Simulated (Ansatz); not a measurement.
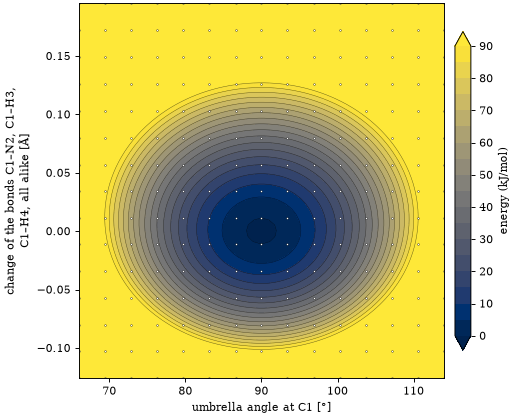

CH₂N, SMILES C=[N], spin multiplicity 2. 
- First axis: umbrella angle at C1 (between each of its bonds and their common axis; 90 is planar). Second axis: change of the bonds C1–N2, C1–H3, C1–H4, all alike.
- Nothing is relaxed (all other coordinates rigid).
- The scan uses a 15 × 15 grid; 120 points were computed and 105 follow by symmetry.
- Points are written as (first, second).
- All energies are given in kJ/mol relative to the lowest grid point.
- Method: UKS PBE0-D4/def2-TZVP in Ansatz 0.2.0.

In the figure: filled contours, dots at the grid points, one colour for all values above the top of the scale. Between grid points the surface is interpolated.

### Where is the minimum, and how stiff is the well along each coordinate?

The interpolated minimum is at the first coordinate ≈ 90.0°, the second coordinate ≈ 0.000 Å. The curvatures there are about 15 eV/rad² and 149 eV/Å², with a cross term of about 0 eV/(rad·Å). Round the minimum the two coordinates are nearly uncoupled. (1 eV is 96.5 kJ/mol.)
